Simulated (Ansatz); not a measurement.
# Fields on a plane of La3Tl (Cu3Au type)

```
La3Tl
1.0
    5.06919     0.00000     0.00000
    0.00000     5.06919     0.00000
    0.00000     0.00000     5.06919
La Tl
3 1
Direct
  0.00000   0.50000   0.50000
  0.50000   0.00000   0.50000
  0.50000   0.50000   0.00000
  0.00000   0.00000   0.00000
```

The slice is a {210} plane (indices of the conventional cell) through the point (0.500, 0.000, 0.500) (fractional), spanned by u = [100] and v = [021] in vectors of this cell: u (5.07 Å) and v (11.34 Å, at 90° to u). It covers one period; positions are fractions (u, v).

Atoms on it: La at (0.00, 0.00); Tl at (0.50, 0.50).

Computed with r2SCAN (plane waves to 500 eV, PAW, scalar-relativistic; Ansatz, a first-principles code). k mesh 9×9×9. Inside the PAW spheres the values are not all-electron values, and peaks at nuclei hang on which shells count as valence. La3Tl is run without spin polarisation. La3Tl was relaxed with its symmetry unable to fall. Spin-orbit coupling is left out, though Tl is heavy.

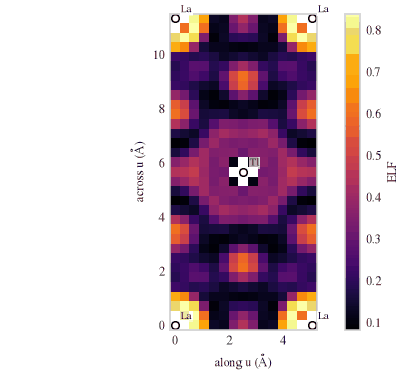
Figure: Electron localisation function (ELF), one period of the plane, atoms marked. Points within 0.5 Å of a nucleus are left white, as the pseudised field means little there.

```
|***-.     .-**|
|**=:       :=*|
|==:.       .:=|
|:..  .....  ..|
|.   ..:-:..   |
|..  .:---:.  .|
|... .:---:. ..|
|-:.. .:::. ..:|
|--:.  ...  .:-|
|=-:.       .:-|
|-:..   .   ..:|
|... ...:... ..|
|   ..:-=-:..  |
|   .:=***=:.  |
|   .-*%@%*-.  |
|   .=*@@@*=.  |
|   .-*%@%*-.  |
|   .:=***=:.  |
|   ..:-=-:..  |
|... ...:... ..|
|-:..   .   ..:|
|=-:.       .:-|
|--:.  ...  .:-|
|-:.. .:::. ..:|
|... .:---:. ..|
|..  .:---:.  .|
|.   ..:-:..   |
|:..  .....  ..|
|==:.       .:=|
|**=:       :=*|
|***-.     .-**|
|***=.     .=**|
```
Scale: ten equal steps from -1.17 (start of ' ') to 0.96 (end of '@'), in the order ' .:-=+*#%@'. Values: log₁₀ of the valence density in e/Å³. The map has 14 points along u (one character each, u = 0 at the left) and 32 along v (v = 0 in the bottom row). The scale is logarithmic, as a density can span decades between atoms and voids.
